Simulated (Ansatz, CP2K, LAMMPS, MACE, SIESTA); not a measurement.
**CP2K on amorphous 59Ga2O3-41P2O5 (mol %) (64 atoms): settings against a plane-wave reference**

Wanted: CP2K inputs and outputs for amorphous 59Ga2O3-41P2O5 (mol %) (64 atoms), checked against a plane-wave reference.

Program: CP2K 2026.2. Level of theory: the method is named at each step. Results are calculated unless marked as measured.

## (1) The structure

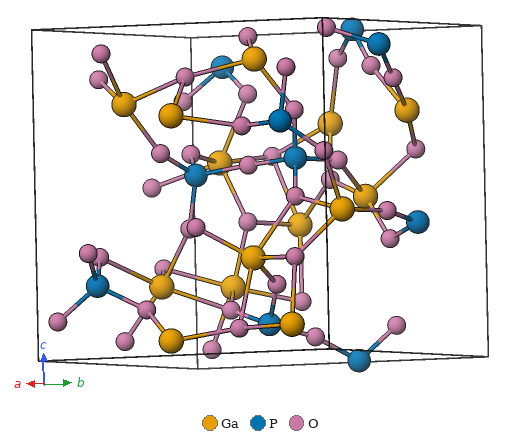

The cell as given, slightly off an axis (gallium orange, phosphorus blue, oxygen pink). Some periodic images of atoms are drawn too.

The cell holds 64 atoms: 13 Ga, 9 P and 42 O. Cell: a = 9.303 Å, b = 9.303 Å, c = 9.303 Å, α = 90.0°, β = 90.0°, γ = 90.0°. 64 atoms (13 Fe, 9 P, 42 O) placed at random at 3.33 g/cm³, melted at 5000 K for 10 ps at fixed volume with the Morse and Coulomb pair potential with partial charges (Pedone, Malavasi, Menziani, Cormack and Segre, J. Phys. Chem. B 110, 11780 (2006)). Quenched from 5000 K to 300 K at 100 K/ps and fixed volume, held 10 ps at zero pressure, then minimised at fixed cell. Then Fe was replaced by Ga and the cell scaled by 1.005 (the potential has no terms for the new elements, so the cell is a start for a DFT relaxation).

The yardstick, on the same geometry:

* method: Kohn-Sham DFT, PBE, PAW, plane waves (Ansatz 0.2.0); cutoff 420 eV, Γ point, fermi-dirac smearing of 0.05 eV; PAW set soft_2
* r.m.s. force component: 1.043 eV/Å
* longest force: 3.48 eV/Å
* gap (highest filled to lowest empty level): 1.286 eV
* SCF cycles: 10
* time: 4.2 s on 16 threads of Arm Neoverse N1, shared host
* CPU time: 51 s

## (2) PBE, DZVP-MOLOPT-SR, 600/40 Ry, OT DIIS

Method: Kohn-Sham DFT, PBE, GTH-PBE pseudopotentials, Gaussian and plane waves, DZVP-MOLOPT-SR-GTH, orbital transformation.

File input.inp:

```
&GLOBAL
  PROJECT cell
  RUN_TYPE ENERGY_FORCE
  PRINT_LEVEL LOW
&END GLOBAL
&FORCE_EVAL
  METHOD QS
  &DFT
    BASIS_SET_FILE_NAME BASIS_MOLOPT
    POTENTIAL_FILE_NAME GTH_POTENTIALS
    &MGRID
      CUTOFF 600
      REL_CUTOFF 40
      NGRIDS 5
    &END MGRID
    &QS
      EPS_DEFAULT 1.0E-10
    &END QS
    &SCF
      SCF_GUESS ATOMIC
      EPS_SCF 1.0E-06
      MAX_SCF 30
      &OT
        MINIMIZER DIIS
        PRECONDITIONER FULL_ALL
        ENERGY_GAP 0.001
      &END OT
      &OUTER_SCF
        EPS_SCF 1.0E-06
        MAX_SCF 8
      &END OUTER_SCF
      &PRINT
        &RESTART OFF
        &END RESTART
      &END PRINT
    &END SCF
    &XC
      &XC_FUNCTIONAL PBE
      &END XC_FUNCTIONAL
    &END XC
    &PRINT
      &MULLIKEN ON
      &END MULLIKEN
      &HIRSHFELD ON
        SHAPE_FUNCTION DENSITY
      &END HIRSHFELD
      &MO_CUBES
        NHOMO 1
        NLUMO 4
        WRITE_CUBE F
      &END MO_CUBES
    &END PRINT
  &END DFT
  &SUBSYS
    &CELL
      A 9.30295 0.00000 0.00000
      B 0.00000 9.30295 0.00000
      C 0.00000 0.00000 9.30295
    &END CELL
    &TOPOLOGY
      COORD_FILE_NAME structure.xyz
      COORD_FILE_FORMAT XYZ
    &END TOPOLOGY
    &KIND Ga
      BASIS_SET DZVP-MOLOPT-SR-GTH-q13
      POTENTIAL GTH-PBE-q13
    &END KIND
    &KIND P
      BASIS_SET DZVP-MOLOPT-SR-GTH-q5
      POTENTIAL GTH-PBE-q5
    &END KIND
    &KIND O
      BASIS_SET DZVP-MOLOPT-SR-GTH-q6
      POTENTIAL GTH-PBE-q6
    &END KIND
  &END SUBSYS
  &PRINT
    &FORCES ON
    &END FORCES
  &END PRINT
&END FORCE_EVAL
```

File structure.xyz:

```xyz
64

Ga 8.60802 3.87896 0.43938
Ga 6.67394 8.37489 4.03032
Ga 0.02289 4.41397 6.72761
Ga 5.05066 1.66876 2.12451
Ga 7.73150 2.04544 7.16792
Ga 2.11689 2.35123 2.14870
Ga 2.12693 2.00860 5.66289
Ga 6.88716 5.61433 2.74949
Ga 0.19555 3.47381 3.91226
Ga 1.78719 6.45839 4.56775
Ga 2.69609 8.34047 6.89851
Ga 6.64975 5.64791 8.34075
Ga 8.30232 7.58581 0.78033
P 3.28655 8.93530 3.72062
P 4.97894 5.98403 5.59293
P 4.25173 4.65036 0.97895
P 5.19579 2.91406 5.20472
P 1.41237 1.76356 8.37675
P 8.06529 1.26427 2.08944
P 8.69603 7.55213 6.48732
P 5.62745 9.08442 8.66086
P 1.68588 6.08934 9.27439
O 3.56322 6.57830 5.54149
O 5.23021 0.55511 0.62293
O 5.60977 6.32554 6.91284
O 0.82945 6.84511 0.95485
O 5.89472 6.45718 4.47658
O 8.69630 7.77522 7.98975
O 7.65968 7.37408 2.70418
O 8.26028 6.08506 6.40936
O 8.45806 0.18243 1.11235
O 0.76405 5.10499 8.52187
O 5.05169 5.35208 2.06181
O 2.29187 6.99731 8.21302
O 5.18937 2.67506 3.71188
O 4.41509 8.85325 7.75001
O 4.91410 4.43993 5.44427
O 2.59683 0.07638 5.01615
O 3.90212 3.24245 1.43907
O 9.25327 1.63490 2.96178
O 6.91814 0.72423 2.94215
O 4.76962 8.77212 4.01487
O 7.48041 2.49849 1.38902
O 6.51802 2.51784 5.80281
O 6.65077 0.66284 7.94137
O 3.24319 0.75596 2.70697
O 1.58504 0.57306 7.44617
O 2.91480 5.37897 0.63567
O 9.25951 2.17959 8.55090
O 6.25977 7.76489 9.15913
O 7.79894 8.44057 5.64038
O 2.11670 2.85870 3.97329
O 4.06511 2.14582 5.85063
O 2.04395 2.89759 7.56758
O 7.67931 3.99004 7.87095
O 0.04763 2.55338 5.87853
[... 4 atom lines left out ...]
O 5.11876 4.62236 9.04647
O 7.89923 4.35946 3.62573
O 1.01458 4.92126 5.11923
O 0.80778 7.56237 5.88207
```

Command:

```sh
$ OMP_NUM_THREADS=1 mpirun -np 4 cp2k.psmp -i input.inp > output.txt
```

Numbers of over 12 decimals in the logs are rounded to 6 here.

The log of the run:

```text
CP2K| version string:                                       CP2K version 2026.2
 CP2K| Input file name                                                 input.inp
 GLOBAL| Basis set file name                                        BASIS_MOLOPT
 GLOBAL| Potential file name                                      GTH_POTENTIALS
 GLOBAL| Run type                                                   ENERGY_FORCE
 GLOBAL| Total number of message passing processes                             4
 GLOBAL| Number of threads for this process                                    1
 TOTAL NUMBERS AND MAXIMUM NUMBERS
  Total number of            - Atomic kinds:                                   3
                             - Atoms:                                         64
                             - Shell sets:                                    64
                             - Shells:                                       346
                             - Primitive Cartesian functions:                324
                             - Cartesian basis functions:                   1104
                             - Spherical basis functions:                    988
  Maximum angular momentum of- Orbital basis functions:                        3
                             - Local part of the GTH pseudopotential:          2
                             - Non-local part of the GTH pseudopotential:      4
 SCF PARAMETERS         Density guess:                                    ATOMIC
                        max_scf:                                              30
                        eps_scf:                                        1.00E-06
                        Outer loop SCF in use
                        eps_scf                                         1.00E-06
                        max_scf                                                8
 Extrapolation method: initial_guess
 Number of electrons:                                                        466
[... lines left out ...]
  Step     Update method      Time    Convergence         Total energy    Change
[... lines left out ...]
  Total energy:                                             -1703.427554
  outer SCF iter =    1 RMS gradient =   0.49E-03 energy =      -1703.4275535999
  ----------------------------------- OT ---------------------------------------
  Minimizer      : DIIS                : direct inversion
                                         in the iterative subspace
                                         using   7 DIIS vectors
                                         safer DIIS on
  Preconditioner : FULL_ALL            : diagonalization, state selective
  Precond_solver : DEFAULT
  stepsize       :    0.15000000                  energy_gap     :    0.00100000
  eps_taylor     :   0.10000E-15                  max_taylor     :             4
  ----------------------------------- OT ---------------------------------------
  Step     Update method      Time    Convergence         Total energy    Change
[...]
19 OT DIIS     0.15E+00    3.5     0.00000122     -1703.5589369721 -2.06E-08
    20 OT DIIS     0.15E+00    3.6     0.00000042     -1703.5589369808 -8.67E-09
  *** SCF run converged in    20 steps ***
  Electronic density on regular grids:       -465.9999999737        0.0000000263
  Core density on regular grids:              465.9999999752       -0.0000000248
  Total charge density on r-space grids:        0.0000000016
  Total charge density g-space grids:           0.0000000016
  Overlap energy of the core charge distribution:               2.25517e-06
  Self energy of the core charge distribution:              -3156.529371
  Core Hamiltonian energy:                                    919.320206
  Hartree energy:                                             832.259056
  Exchange-correlation energy:                               -298.608830
  Total energy:                                             -1703.558937
  outer SCF iter =    2 RMS gradient =   0.42E-06 energy =      -1703.5589369808
  outer SCF loop converged in   2 iterations or   50 steps
 !-----------------------------------------------------------------------------!
                     Mulliken Population Analysis
 #  Atom  Element  Kind  Atomic population                           Net charge
       1     Ga       1         12.175551                              0.824449
       2     Ga       1         12.072244                              0.927756
       3     Ga       1         12.182833                              0.817167
[...]
63     O        3          6.491692                             -0.491692
      64     O        3          6.473717                             -0.473717
 # Total charge                            466.000000                  0.000000
 !-----------------------------------------------------------------------------!
 !-----------------------------------------------------------------------------!
                           Hirshfeld Charges
  #Atom  Element  Kind  Ref Charge     Population                    Net charge
      1       Ga     1      13.000         12.489                         0.511
      2       Ga     1      13.000         12.370                         0.630
      3       Ga     1      13.000         12.448                         0.552
[...]
63       O      3       6.000          6.318                        -0.318
     64       O      3       6.000          6.259                        -0.259
  Total Charge                                                           -0.000
 !-----------------------------------------------------------------------------!
  Eigenvalues of the occupied subspace spin            1
      -0.72044202     -0.71768467     -0.71024167     -0.68205409
      -0.67155330     -0.66824583     -0.66663909     -0.66557511
      -0.64680098     -0.63333484     -0.62716152     -0.62320521
[...]
0.09193731      0.09851111      0.11289080      0.12004484
       0.12570396
 Fermi Energy [eV] :    3.420579
  Using OT eigensolver for additional unoccupied orbitals spin            1
  Lowest Eigenvalues of the unoccupied subspace spin            1
 WARNING : did not converge in ot_eigensolver
 number of iterations          299  exceeded maximum
 current gradient / target gradient   2.1011953505758202E-005  /    1.0000000000000001E-005
       0.16902726      0.21481449      0.22212879      0.23408053
 HOMO - LUMO gap [eV] :    1.178887
 ENERGY| Total FORCE_EVAL ( QS ) energy [hartree]          -1703.558937
 FORCES| Atomic forces [hartree/bohr]
 FORCES|   Atom     x               y               z               |f|
 FORCES|      1  2.90770794E-02 -1.10983226E-02  1.93881874E-02   3.66681213E-02
 FORCES|      2  1.29630502E-02 -1.27860098E-02 -7.25751898E-03   1.96008750E-02
 FORCES|      3  4.12712236E-03  2.46848432E-02  4.68357470E-03   2.54619421E-02
[...]
FORCES|     63  9.38946367E-03 -3.65057874E-03 -9.61027660E-03   1.39228650E-02
 FORCES|     64  6.62175703E-02  1.80651928E-02 -1.80011912E-02   7.09588662E-02
 FORCES| Sum    -2.05817715E-03 -3.34950909E-04 -4.06198953E-03
 FORCES| Total atomic force                                       4.56596586E-03
```

Elapsed: 3.3 min, on 4 MPI ranks of Arm Neoverse N1, shared host; peak memory 2.5 GiB; 13 min of CPU time.

Banners, paths, timers and routine set-up lines are dropped from the logs unmarked, and long logs keep their key lines alone; longer cuts are marked.

The solver for the empty levels stopped short of its threshold, so the gap is rough; its iterations count in the time.

Numbers from this run, and their distance from the reference:

```
r.m.s. force component                           : 1.091 eV/Å
r.m.s. difference of force components            : 98.64 meV/Å
longest difference of force vectors              : 346.2 meV/Å
force difference over r.m.s. force               : 9.458 %
slope of forces against the reference's          : 1.043
correlation of force components                  : 0.9968
gap (highest filled to lowest empty level) : 1.179 eV
gap difference                                   : -0.1068 eV
```

Length of the force difference by element (eV/Å):

```
element  atoms  mean  most
     Ga     13  0.22  0.35
      O     42  0.14  0.26
      P      9  0.16  0.22
```

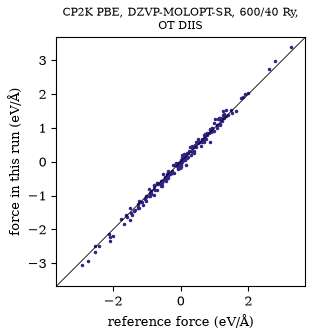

Force components against those of the reference; the line marks equality.

A closer look about O62, whose charge lies farthest from its element's mean: 9 atoms, nearest first, numbered in the order of the input, with positions taken from that point.

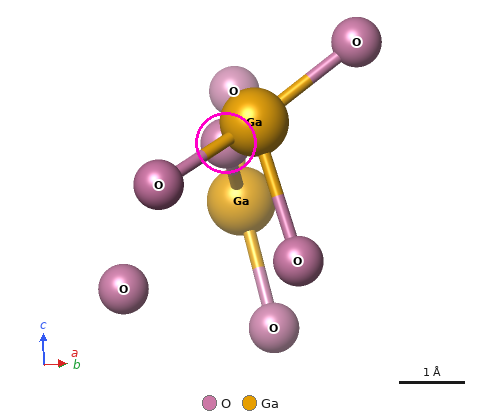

The atoms of the table, within 3.1 Å (arrows a, b, c point along x, y, z); some may hide others; the central atom is ringed.

```
atom      x      y      z  distance (Å)  bonds  Hirshfeld charge (e)     Fx     Fy  Fz (eV/Å)
 O62   0.00   0.00   0.00          0.00      2                 -0.41  -0.64   0.29       0.00
 Ga8  -1.01   1.25  -0.88          1.83      5                  0.53   0.68  -0.71       0.09
 Ga9   1.60  -0.89   0.29          1.85      6                  0.47  -0.65   0.27      -1.56
 O63   2.42   0.56   1.49          2.90      3                 -0.32   0.48  -0.19      -0.49
 O57   2.17  -0.56  -1.89          2.93      3                 -0.39   0.44  -0.27       0.58
 O43  -0.42  -1.86  -2.24          2.94      2                 -0.28  -1.02   0.98      -0.86
 O27  -2.00   2.10   0.85          3.02      3                 -0.25   0.58   0.54      -1.36
 O60  -0.26   1.17  -2.87          3.11      4                 -0.29  -0.32   0.83      -0.64
 O40   1.35  -2.72  -0.66          3.11      3                 -0.29   1.09  -0.11       1.25
```

Forces lie 9.5 % from the reference's, at 16 times its CPU time (on 4 against 16 cores).

## (3) PBE, SZV-MOLOPT-SR, 600/40 Ry, OT DIIS

Method: Kohn-Sham DFT, PBE, GTH-PBE pseudopotentials, Gaussian and plane waves, SZV-MOLOPT-SR-GTH, orbital transformation.

input.inp: that of step 2 with these lines changed.

```diff
@@ -64,3 +64,3 @@
     &KIND Ga
-      BASIS_SET DZVP-MOLOPT-SR-GTH-q13
+      BASIS_SET SZV-MOLOPT-SR-GTH-q13
       POTENTIAL GTH-PBE-q13
@@ -68,3 +68,3 @@
     &KIND P
-      BASIS_SET DZVP-MOLOPT-SR-GTH-q5
+      BASIS_SET SZV-MOLOPT-SR-GTH-q5
       POTENTIAL GTH-PBE-q5
@@ -72,3 +72,3 @@
     &KIND O
-      BASIS_SET DZVP-MOLOPT-SR-GTH-q6
+      BASIS_SET SZV-MOLOPT-SR-GTH-q6
       POTENTIAL GTH-PBE-q6
```

structure.xyz is that of step 2.

The log of the run:

```text
CP2K| version string:                                       CP2K version 2026.2
 CP2K| Input file name                                                 input.inp
 GLOBAL| Basis set file name                                        BASIS_MOLOPT
 GLOBAL| Potential file name                                      GTH_POTENTIALS
[... lines left out ...]
 Number of electrons:                                                        466
[... lines left out ...]
  Step     Update method      Time    Convergence         Total energy    Change
[... lines left out ...]
  Total energy:                                             -1698.315271
[... lines left out ...]
  Step     Update method      Time    Convergence         Total energy    Change
[... lines left out ...]
  *** SCF run converged in    19 steps ***
[... lines left out ...]
  Total energy:                                             -1698.418553
[... lines left out ...]
  outer SCF loop converged in   2 iterations or   49 steps
[... lines left out ...]
 Fermi Energy [eV] :    5.108415
[... lines left out ...]
  Lowest Eigenvalues of the unoccupied subspace spin            1
 OT| Eigensolver reached convergence in 75 iterations
       0.20709674      0.26909723      0.27837504      0.28768620
 HOMO - LUMO gap [eV] :    0.526974
 ENERGY| Total FORCE_EVAL ( QS ) energy [hartree]          -1698.418553
 FORCES| Atomic forces [hartree/bohr]
 FORCES|   Atom     x               y               z               |f|
 FORCES|      1  2.83911381E-02 -2.48160626E-02  1.50227189E-02   4.05903409E-02
 FORCES|      2  4.98362069E-03 -1.24216498E-03  1.91975094E-03   5.48314624E-03
 FORCES|      3  7.70071047E-03  3.60842748E-02  1.37308388E-02   3.93689187E-02
[...]
FORCES|     63  5.00315238E-03 -1.24546262E-02 -9.13018653E-03   1.62329773E-02
 FORCES|     64  1.92477220E-01  1.35685788E-02 -7.13684244E-02   2.05730500E-01
 FORCES| Sum    -2.30727687E-05  2.79008241E-04 -4.47048762E-03
 FORCES| Total atomic force                                       4.47924520E-03
```

Wall time 98 s (4 MPI ranks); peak memory 2 GiB.

Numbers from this run, and their distance from the reference:

```
r.m.s. force component                           : 3.877 eV/Å
r.m.s. difference of force components            : 3103 meV/Å
longest difference of force vectors              : 7995 meV/Å
force difference over r.m.s. force               : 297.5 %
slope of forces against the reference's          : 2.985
correlation of force components                  : 0.8029
gap (highest filled to lowest empty level) : 0.527 eV
gap difference                                   : -0.7587 eV
```

This is a coarse setting, run to see what it loses.

Against the first run (9.5 %), the force difference from the reference is 297 %, at 0.49 times the CPU time, with 321 basis functions against 988: the smaller basis costs accuracy.

The difference per atom is largest on O (5.9 eV/Å on average, against 1.7 on P).

## (4) All runs compared

Differences are against the plane-wave reference, forces as r.m.s. over components; share is that over the reference's r.m.s. force, slope the least-squares factor from reference forces to these. Total energies of different programs have different zeros and aren't compared.

```
                                                 run  Δ force, r.m.s. (meV/Å)  share (%)  slope  Δ gap (eV)  cores  CPU time  memory (GiB)
                                           reference                        -          -      -           -     16      51 s           1.1
        CP2K PBE, DZVP-MOLOPT-SR, 600/40 Ry, OT DIIS                     98.6       9.46  1.043      -0.107      4    13 min           2.5
CP2K PBE, SZV-MOLOPT-SR, 600/40 Ry, OT DIIS (coarse)                     3103        297  2.985      -0.759      4   6.5 min           2.0
```

Rows marked coarse were listed beforehand as settings not expected to be converged; some can still land near the reference.

CPU time is summed over cores on a shared host, where runs went side by side, so it is rough. Symmetry, cutoffs, thresholds, outputs and thread counts weren't matched or tuned between programs; memory under MPI is the largest rank's times the ranks.

Further runs of this program without a result: CP2K PBE, SZV-MOLOPT-SR, 600/40 Ry, TC2 filter 1e-06, SCF 1e-06 (cut off at its time limit).

## (5) Summary of results

| Item | Value |
| --- | --- |
| nearest in forces | CP2K PBE, DZVP-MOLOPT-SR, 600/40 Ry, OT DIIS, 9.5 % |
| its CPU time | 13 min |

In words: The PBE run in local orbitals, coarse settings apart, differs by 9.5 % (CP2K PBE, DZVP-MOLOPT-SR, 600/40 Ry, OT DIIS); basis, grid and potentials can all enter. Runs with settings chosen to be coarse differ by 297 % (CP2K PBE, SZV-MOLOPT-SR, 600/40 Ry, OT DIIS), their programs' other errors included. None of the electronic-structure runs in the table takes under half the reference's CPU time of 51 s; they take 7.7 to 16 times as much. At the same functional, gaps differ from the reference's 1.29 eV by between -0.76 and -0.11 eV. The quench rate of 100 K/ps is many orders above laboratory rates, so the cell is likely richer in defects and strain than a real sample. The network of bonds at the start is that of the classical potential that made the cell, and needn't be the one that DFT or experiment would give. The electronic-structure runs sample only Γ, in a cell whose shortest periodic width is 9 Å.

[Also dropped from logs without a mark: logging warnings of Python, and SIESTA's first energy breakdown and zero terms.]

[Logs are printed without paths, hosts, clocks, repeated set-up lines and the standing remarks that a program may print on its own settings, such as how far it seeks lower states.]

[Hosts, paths, dates, database ids (printed as entryN), source tags and the programs' standing remarks are cut or masked in the printed files.]
